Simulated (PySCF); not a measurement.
**H3O+ (oxonium): CISD/6-31G**

Aim: the vertical ionisation energy of H3O+ (oxonium) at CISD/6-31G, from 2 runs. Input form: a Python script.

Program for the calculation: PySCF 2.14.0.

5 further runs of the same task are left out: 5 set aside as unsound or not needed.

### Step 1. Starting point

The species is H3O+ (4 atoms), meant as a singlet with charge +1. As SMILES, `[OH3+]`. The coordinates come from a PBE0-D4/def2-TZVP relaxation.

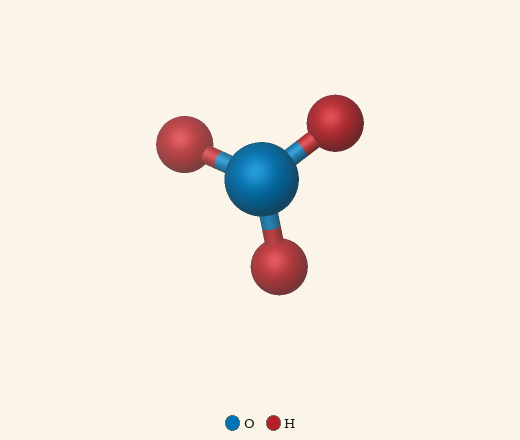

The structure, seen from a chosen angle (oxygen blue, hydrogen red).

### Step 2. The energy at CISD/6-31G

job.py reads:

```python
from pyscf import gto, ci

system = gto.Mole()
system.atom = 'O 0.181970 -0.056700 -0.052760; H 0.219060 0.918440 0.015140; H -0.408890 -0.368290 -0.767380; H 0.007860 -0.493450 0.805020'
system.verbose = 4
system.charge = 1
system.max_memory = 1860
system.basis = '6-31g'
system.build()

calc0 = system.RHF()
calc0.conv_tol = 1e-10
calc0.kernel()
if not calc0.converged:
    calc0 = calc0.newton().run(calc0.mo_coeff, calc0.mo_occ)

cisd = ci.CISD(calc0, frozen=1)
cisd.kernel()
e_final = cisd.e_tot
print('Final energy', e_final)
```

Launch:

```bash
OMP_NUM_THREADS=1 python job.py
```

Standard output:

```text
PySCF version 2.14.0

[INPUT] num. atoms = 4
[INPUT] num. electrons = 10
[INPUT] charge = 1
[INPUT] spin (= nelec alpha-beta = 2S) = 0
[INPUT] symmetry False subgroup None
[INPUT] Mole.unit = angstrom
[INPUT] Symbol           X                Y                Z      unit          X                Y                Z       unit  Magmom
[INPUT]  1 O      0.181970000000  -0.056700000000  -0.052760000000 AA    0.343873462887  -0.107147471263  -0.099701950332 Bohr   0.0
[INPUT]  2 H      0.219060000000   0.918440000000   0.015140000000 AA    0.413963404847   1.735600061846   0.028610453526 Bohr   0.0
[INPUT]  3 H     -0.408890000000  -0.368290000000  -0.767380000000 AA   -0.772690115073  -0.695967234416  -1.450138033469 Bohr   0.0
[INPUT]  4 H      0.007860000000  -0.493450000000   0.805020000000 AA    0.014853247339  -0.932485356167   1.521267324797 Bohr   0.0

nuclear repulsion = 13.9563073672582
number of shells = 11
number of NR pGTOs = 34
number of NR cGTOs = 15
basis = 6-31g
ecp = {}

******** <class 'pyscf.scf.hf.RHF'> ********
method = RHF
initial guess = minao
damping factor = 0
level_shift factor = 0
DIIS = <class 'pyscf.scf.diis.CDIIS'>
diis_start_cycle = 1
diis_space = 8
diis_damp = 0
SCF conv_tol = 1e-10
SCF conv_tol_grad = None
SCF max_cycles = 50
direct_scf = True
direct_scf_tol = 1e-13
Set gradient conv threshold to 1e-05
Initial guess from minao.
init E= -76.5916166554432
  HOMO = -0.537370321205832  LUMO = 0.069517477107411  gap/eV = 16.51426
cycle= 1 E= -76.2490759380412  delta_E= 0.343  |g|= 0.245  |ddm|= 1.33
  HOMO = -0.967717673894391  LUMO = -0.131233915258137  gap/eV = 22.76188
cycle= 2 E= -76.2675975265805  delta_E= -0.0185  |g|= 0.0594  |ddm|= 0.294
  HOMO = -0.936988332665758  LUMO = -0.116954820981473  gap/eV = 22.31425
cycle= 3 E= -76.2683685443843  delta_E= -0.000771  |g|= 0.028  |ddm|= 0.0648
  HOMO = -0.947930327585818  LUMO = -0.11866235415423  gap/eV = 22.56553
cycle= 4 E= -76.2685126201609  delta_E= -0.000144  |g|= 0.00249  |ddm|= 0.016
  HOMO = -0.948464807747942  LUMO = -0.118782092204257  gap/eV = 22.57682
cycle= 5 E= -76.2685166224546  delta_E= -4e-06  |g|= 0.000658  |ddm|= 0.00398
  HOMO = -0.948620504865268  LUMO = -0.118797103339187  gap/eV = 22.58064
cycle= 6 E= -76.2685169393899  delta_E= -3.17e-07  |g|= 5.13e-05  |ddm|= 0.00147
  HOMO = -0.948624371887696  LUMO = -0.118796950584125  gap/eV = 22.58075
cycle= 7 E= -76.2685169407435  delta_E= -1.35e-09  |g|= 6.87e-06  |ddm|= 0.00011
  HOMO = -0.948621327326495  LUMO = -0.118795806317707  gap/eV = 22.58070
cycle= 8 E= -76.268516940759  delta_E= -1.56e-11  |g|= 7.92e-07  |ddm|= 8.83e-06
  HOMO = -0.94862156417319  LUMO = -0.118795944198272  gap/eV = 22.58071
Extra cycle  E= -76.2685169407595  delta_E= -4.26e-13  |g|= 3.96e-07  |ddm|= 9.4e-07
converged SCF energy = -76.2685169407595

******** <class 'pyscf.ci.cisd.RCISD'> ********
CISD nocc = 4, nmo = 14
frozen orbitals 1
max_cycle = 50
direct = 0
conv_tol = 1e-09
max_cycle = 50
max_space = 12
lindep = 0
nroots = 1
Init t2, MP2 energy = -0.129193597610525
RCISD converged
E(RCISD) = -76.40042121479917  E_corr = -0.1319042740396945
Final energy -76.40042121479917
```

Run time: 0.52 s. Hardware: 1 thread of Intel Xeon 6975P-C (Granite Rapids), shared host; peak memory 0.12 GiB.

### Step 3. Doublet [H3O]2+ at the same level

input.xyz reads:

```xyz
4
H3O
O      0.181970    -0.056700    -0.052760
H      0.219060     0.918440     0.015140
H     -0.408890    -0.368290    -0.767380
H      0.007860    -0.493450     0.805020
```

calc.py reads:

```python
from pyscf import gto, ci

mol = gto.M(
    atom='input.xyz',
    charge=2,
    basis='6-31g',
    verbose=3,
    spin=1,
    max_memory=1860,
)

myscf = mol.UHF()
myscf.conv_tol = 1e-10
myscf.kernel()
if not myscf.converged:
    myscf = myscf.newton().run(myscf.mo_coeff, myscf.mo_occ)

cisd = ci.CISD(myscf, frozen=1)
cisd.kernel()
energy = cisd.e_tot
print('E(%s) = %.9f' % ('CISD', energy))
```

Launch:

```bash
OMP_NUM_THREADS=1 python calc.py
```

Standard output:

```text
converged SCF energy = -75.4195968498084  <S^2> = 0.75559322  2S+1 = 2.0055854
E(UCISD) = -75.51956642541421  E_corr = -0.09996957560582738
E(CISD) = -75.519566425
```

Run time: 0.48 s. Hardware: 1 thread of Intel Xeon 6975P-C (Granite Rapids), shared host; peak memory 0.12 GiB.

### Step 4. Outcome

Level: CISD/6-31G, 1 core orbital frozen.

| quantity | value |
| --- | --- |
| singlet H3O+: total energy | -76.40042 Eh |
| singlet H3O+: HOMO energy (Hartree–Fock orbitals) | -25.81 eV |
| singlet H3O+: LUMO energy (Hartree–Fock orbitals) | -3.23 eV |
| singlet H3O+: HOMO–LUMO gap (Hartree–Fock orbitals) | 22.58 eV |
| singlet H3O+: correlation energy (1 core orbital frozen) | -131.9 mEh |
| doublet [H3O]2+: total energy | -75.51957 Eh |
| doublet [H3O]2+: HOMO energy (Hartree–Fock orbitals) (highest over α and β) | -43.75 eV |
| doublet [H3O]2+: LUMO energy (Hartree–Fock orbitals) (lowest over α and β) | -20.85 eV |
| doublet [H3O]2+: correlation energy (1 core orbital frozen) | -100.0 mEh |
| doublet [H3O]2+: ⟨S²⟩ of the reference determinant | 0.756 |
| vertical ionisation energy (to the doublet dication) | 23.969 eV |

**Reading.** Removing an electron at fixed nuclei costs 23.97 eV (2313 kJ/mol). Mulliken charges (singlet H3O+) of the mean-field density run from -0.72 on O1 to +0.57 on H2. Mulliken charges (doublet [H3O]2+) of the mean-field density run from -0.08 on O1 to +0.69 on H2.
